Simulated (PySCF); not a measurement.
Consider C4H11NSi2.

```yaml
atoms:
  - { symbol: C, position_ang: [3.6077, -0.3774, -0.1634] }
  - { symbol: N, position_ang: [2.4252, -0.6939, -0.0007] }
  - { symbol: Si, position_ang: [0.7903, -1.0563, 0.2158] }
  - { symbol: C, position_ang: [-0.0666, 0.4893, -0.4431] }
  - { symbol: Si, position_ang: [-0.8505, 1.8381, 0.6217] }
  - { symbol: C, position_ang: [-1.6028, 0.5530, -0.5362] }
  - { symbol: C, position_ang: [-2.4132, -0.6098, -0.0189] }
  - { symbol: H, position_ang: [4.1791, -0.6839, -1.0469] }
  - { symbol: H, position_ang: [4.1603, 0.2254, 0.5661] }
  - { symbol: H, position_ang: [0.5231, -1.2850, 1.6436] }
  - { symbol: H, position_ang: [0.4298, -2.2619, -0.5481] }
  - { symbol: H, position_ang: [0.4198, 0.8559, -1.3432] }
  - { symbol: H, position_ang: [-0.7756, 3.2208, 0.1784] }
  - { symbol: H, position_ang: [-0.9956, 1.6231, 2.0504] }
  - { symbol: H, position_ang: [-1.9646, 0.8841, -1.5069] }
  - { symbol: H, position_ang: [-3.4681, -0.3430, 0.0412] }
  - { symbol: H, position_ang: [-2.0785, -0.9076, 0.9715] }
  - { symbol: H, position_ang: [-2.3197, -1.4712, -0.6812] }
```

Geometry: GFN2-xTB.

Level of theory: PBE0/pcSseg-1, SCF density, gas phase, non-relativistic (PySCF 2.14.0).

> What will maps of the electron density and electron localisation function show?

C–N (1.23 Å): the density is about 2.9 e/Å³ at the midpoint; the ELF peaks at about 0.90 between the atoms (a multiple bond).
C–C (1.51 Å): ρ at the midpoint is about 1.7 e/Å³; the ELF peaks at about 0.95 between the atoms, as expected for a shared electron pair.
Si–N (1.69 Å): the density is about 1.1 e/Å³ at the midpoint; the ELF peaks at about 0.90 between the atoms, as expected for a shared but strongly polarised pair.
C–Si (1.89 Å): ρ is about 0.91 e/Å³ halfway; the ELF peaks at about 0.95 between the atoms, as expected for a shared electron pair.

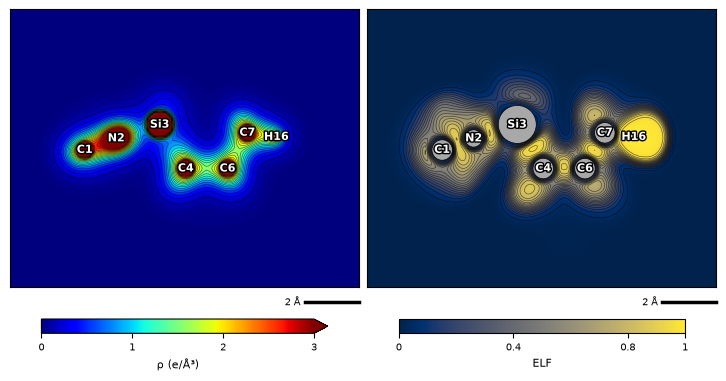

Computed electron density and electron localisation function on the plane of atoms N2, Si3 and C4, in this order. Grey discs cover the atomic cores in the ELF map. 
